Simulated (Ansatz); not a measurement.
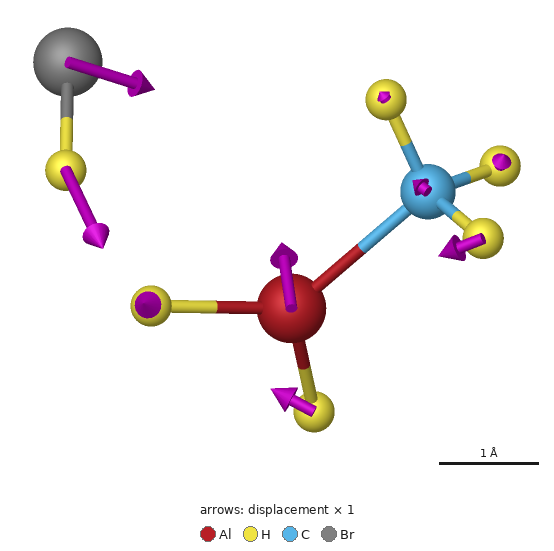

A relaxation of CH$_{6}$AlBr. The starting structure is drawn; purple arrows show the displacements, at their true length. The two geometries are superimposed by the best rigid fit.

A ball-and-stick model, seen at a tilt.

The run prepares an end point of a later path (reaction) calculation, from a guessed geometry.

Level of theory: RKS PBE0-D4/def2-SVP in Ansatz. Settings: no spin polarisation; force threshold 0.03 eV/Å; at most 50 steps.

Q: What did the optimiser do to the structure, and how much energy did it gain?

A: The largest move after the best rigid fit is that of an H atom, 1.28 Å. By element the largest moves are H 1.28 Å, Br 1.06 Å, Al 0.96 Å, C 0.22 Å. Among the contacts that change: Br–H 1.504 → 2.984 Å, Al–Br 3.605 → 2.283 Å, H–H 1.858 → 0.768 Å, Al–H 1.576 → 2.306 Å. New bonds form: Al–Br (3.60 → 2.28 Å), H–H (1.86 → 0.77 Å). Bonds break: Al–H (1.58 → 2.31 Å), Br–H (1.50 → 2.98 Å). Groups turn about Al–C by about 55°. The energy falls by 35.5 kcal/mol in 20 accepted moves (21 points after the start). Largest force component: 1.3 eV/Å at the start, 0.024 eV/Å at the end. The line search rejected the trial step at point 12 of the run. The run took 49 s on 2 threads of Arm Neoverse V1, with other jobs on the host, peak memory 0.2 GiB.
